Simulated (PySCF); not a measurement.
# OsN₂: structure of the triplet

Aim: relax OsN₂ as a triplet from a end-on start, check by its vibrations whether the end is a minimum, and collect its spectrum and constants.

The runs use PySCF 2.14.0; PBE0, basis Os def2-TZVP with ECP60, N def2-TZVP, scalar-relativistic core potentials, no spin–orbit coupling, density fitting.

## 1. Where the work starts

3 atoms, charge 0, spin multiplicity 3.

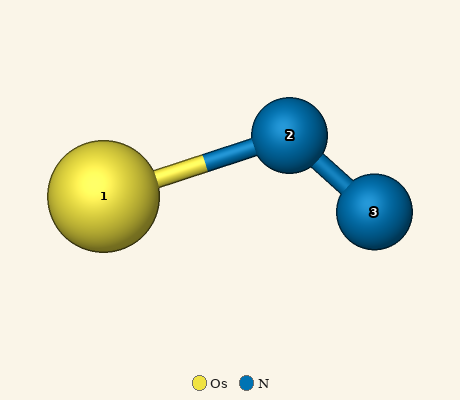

The starting geometry (osmium yellow, nitrogen blue); atoms are numbered from 1 in the order of the file.

Z-matrix (Å, degrees; charge 0 multiplicity 3):
```
Os
N  1 2.0600
N  2 1.2041 1 119.89
```

## 2. The SCF at the typed geometry

The steps below are one call of a driver around PySCF. For each, scf.py gives the equivalent set-up of the SCF; relaxations use the driver's own optimiser. After this first run the driver tries any further starts and a stability analysis.

Input file scf.py:

```python
from pyscf import gto, scf, dft
mol = gto.M(atom='''
Os     0.000000     0.000000     0.000000
N      0.000000     0.000000     2.060000
N      1.044000     0.000000     2.660000''',
    basis={'Os': 'def2-TZVP', 'N': 'def2-TZVP'},
    ecp={'Os': 'def2-TZVP'},
    charge=0, spin=2)
mf = dft.UKS(mol, xc='PBE0')
mf.grids.atom_grid = (50, 194)
aux = {'Os': 'def2-universal-JKFIT', 'N': 'def2-universal-JKFIT'}
mf = mf.density_fit(auxbasis=aux)
mf.conv_tol = 1e-08
mf.diis_space = 10
mf.max_cycle = 60
mf.init_guess = 'minao'
mf.verbose = 4
mf.kernel()
```

The run is started by

```sh
$ OMP_NUM_THREADS=2 python axn.py task.json out
```

The runs that follow: Relaxing the triplet from the end-on start; Is it a minimum? Harmonic modes.

**Question.** What will these runs give? Wanted: minimum; geometry; wavenumbers; dipole moment; highest occupied, lowest empty level; polar-tensor charge of Os1; zero-point energy; atomisation energy; ⟨S²⟩.

The runs gave:

| quantity | value |
| --- | --- |
| minimum | triplet, C∞v |
| geometry | N–N 1.116 Å, Os–N 1.814 Å; N–N–Os 180.0° |
| wavenumbers (cm⁻¹) | 414 (π), 573 (σ+), 2233 (σ+) |
| dipole moment | 2.27 D |
| highest occupied, lowest empty level (either spin) | -5.80, -2.94 eV |
| polar-tensor charge of Os1 | -0.19 e |
| zero-point energy | 21.7 kJ/mol |
| entropy at 298.15 K | 265.6 J/(mol K) |
| atomisation energy (no zero-point energy) | 1013 kJ/mol |
| ⟨S²⟩ | 2.056 |

**Reading.** From Cs at the start the molecule goes to a C∞v minimum. The strongest infrared band lies at 2233 cm⁻¹ (σ+). Most of the spin sits on Os1 (Mulliken spin 2.13, against 2 for the whole molecule). The first SCF alone would have been 16 kJ/mol too high. Only this shape and spin were tried, so other structures or states may lie lower. Open d and f shells are described by one determinant, and the ground state may have another occupation or spin. With an element this heavy the missing spin–orbit coupling can shift these numbers.
